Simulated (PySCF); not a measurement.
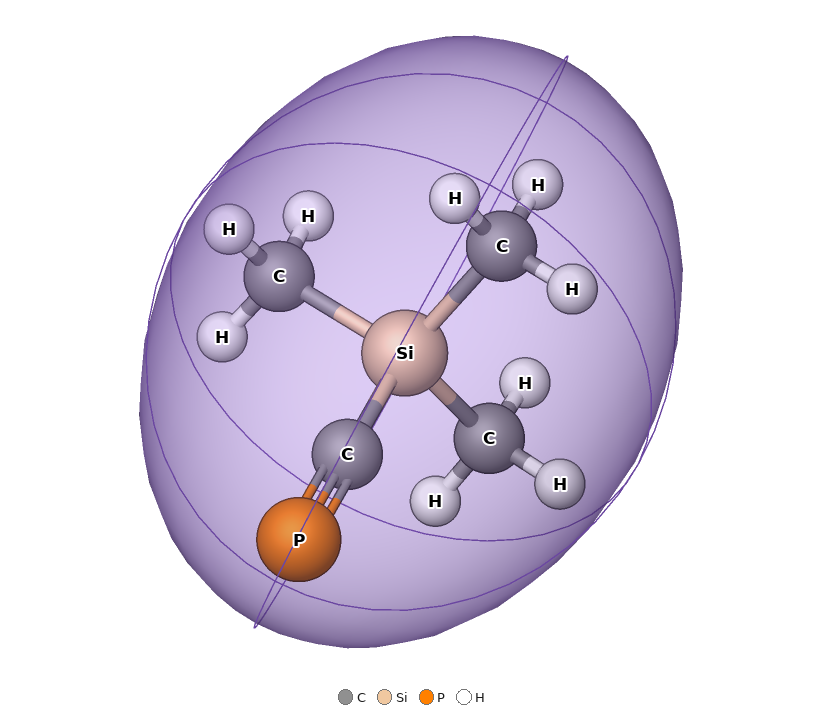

The ellipsoid shows the static dipole polarisability: its half-axes are proportional to the principal values. The computed structure is the end point of a GFN2-xTB optimisation. No frequency run is at hand to confirm it as a minimum. Level of theory: B3LYP/def2-SVPD (PySCF 2.14.0).

> Give the principal values, the mean and the anisotropy.

Principal values 88.0, 88.0, 128.0 bohr³; mean 101.3 bohr³ (15.02 Å³); anisotropy 40.0 bohr³, so the longest axis is 1.45 times the shortest.

The geometry is semi-empirical. Around P, Si such bond lengths and angles can be off by a tenth of an ångström or more and by several degrees, and values that hang on the shape move with them.
